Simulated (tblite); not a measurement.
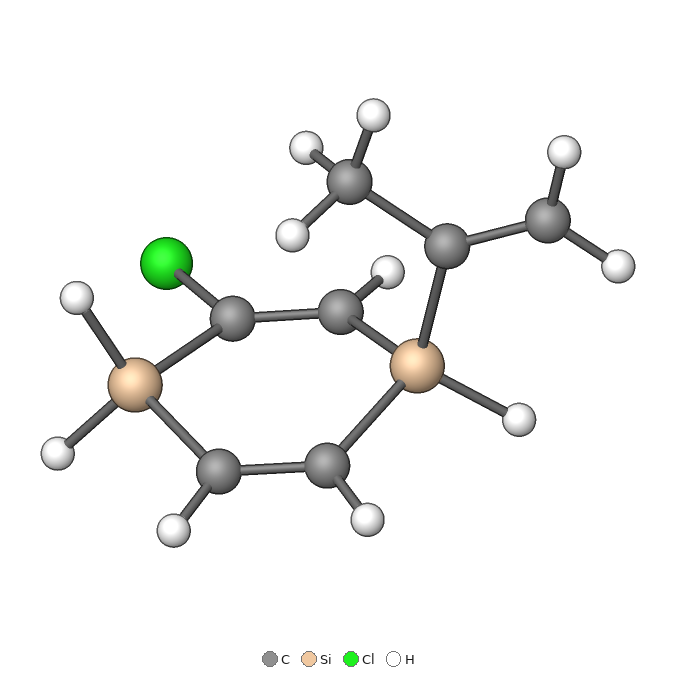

The picture comes from a calculation with tblite.

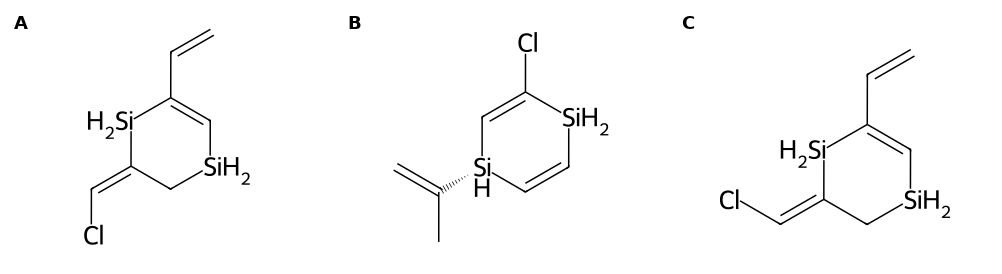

> The first picture shows one of the molecules drawn in the second. Which?

B, `C=C(C)[Si@H]1C=C[SiH2]C(Cl)=C1`.
